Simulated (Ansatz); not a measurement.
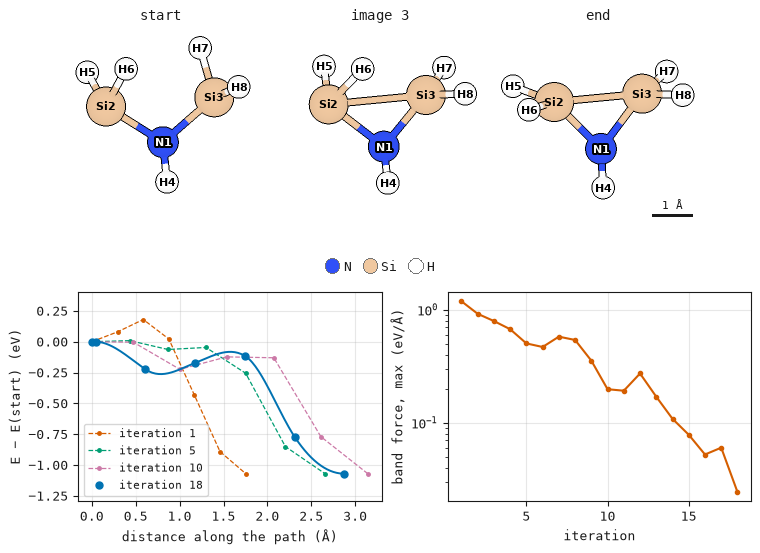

A nudged-elastic-band calculation for Si$_{2}$NH$_{5}$. Images are numbered from 0 (start) to 6 (end). The plot follows the band through its iterations. The picture is a ball-and-stick view, seen face on.

Computed with Ansatz 0.2.0, RKS BLYP-D4/def2-SVP.

Input file:
```yaml
crystal:
  periodic: [false, false, false]
  atoms:
    - { symbol: "N", position_ang: [-0.658079, -0.312554, -0.834807] }
    - { symbol: Si, position_ang: [-0.349826, 1.382918, -0.327021] }
    - { symbol: Si, position_ang: [0.301798, -1.284279, 0.237863] }
    - { symbol: H, position_ang: [-1.513079, -0.624532, -1.294206] }
    - { symbol: H, position_ang: [0.990859, 1.809795, -0.895652] }
    - { symbol: H, position_ang: [-0.170885, 1.32318, 1.188051] }
    - { symbol: H, position_ang: [1.720316, -0.799774, 0.244777] }
    - { symbol: H, position_ang: [-0.228804, -1.551854, 1.625095] }
basis:
  gaussian: { orbitals: def2-SVP }
hamiltonian:
  xc: blyp
  dispersion: d4
neb:
  order_check: false
  images: 5
  f_tol: 0.05
  max_iterations: 60
  initial_path: idpp
  final_atoms:
    - { symbol: "N", position_ang: [-0.65656165, -0.28580336, -0.66282458] }
    - { symbol: Si, position_ang: [0.02209726, 1.18779275, 0.02532535] }
    - { symbol: Si, position_ang: [0.50716882, -0.99110143, 0.45689058] }
    - { symbol: H, position_ang: [-1.35663029, -0.57741693, -1.34848897] }
    - { symbol: H, position_ang: [0.82371738, 2.07407666, -0.88669132] }
    - { symbol: H, position_ang: [-0.88399985, 2.04086725, 0.8686415] }
    - { symbol: H, position_ang: [1.67232914, -1.73653277, -0.13183233] }
    - { symbol: H, position_ang: [-0.03582083, -1.76898216, 1.62307976] }
```

Command:
```bash
ansatz run input.yaml --threads 1 --pin off --max-ram 2048MiB --backend cpu --events-out ev --progress --plain --runs-dir out
```

### Did the band converge, and can the barrier be trusted?

The run is converged, with reservations. The band converged in 18 iterations. The largest component of the band force went from 1.2 to 0.025 eV/Å. The first iteration put the highest image at 0.18 eV. Relative to the start the highest point is image 0 at 0.00 eV and the end lies at −1.07 eV, but the profile dips to −0.22 eV at image 2 on the way, so there is an intermediate minimum on the way.
